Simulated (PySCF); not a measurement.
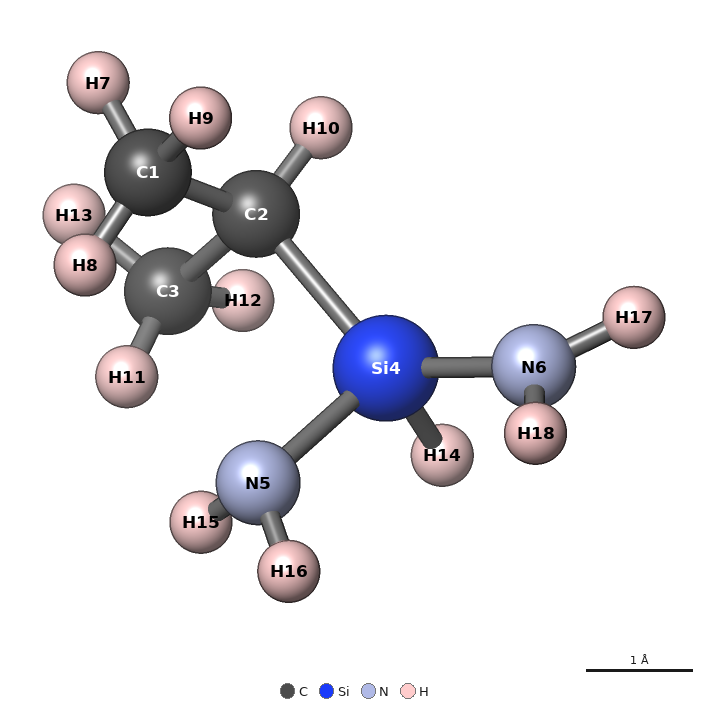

The atoms are numbered. Geometry: a frame of a GFN2-xTB molecular-dynamics simulation, not a minimum.

### How are the neighbours of atom 5 arranged?

N5 has 3 neighbours (Si4 at 1.85, H15 at 1.02, H16 at 1.02 Å); the arrangement is trigonal pyramidal.

### Describe the coordination of atom 1.

C1 has 4 neighbours (C2 at 1.44, H7 at 1.08, H8 at 1.07, H9 at 1.12 Å); the arrangement is tetrahedral.

### How are the neighbours of atom 2 arranged?

C2 has 4 neighbours (C1 at 1.44, C3 at 1.67, Si4 at 1.99, H10 at 1.07 Å); the arrangement is tetrahedral.

### How are the neighbours of atom 6 arranged?

N6 has 3 neighbours (Si4 at 1.77, H17 at 1.06, H18 at 1.01 Å); the arrangement is trigonal planar.

### What is the dihedral angle C3–C2–Si4–N5?

74° in size, that is gauche.
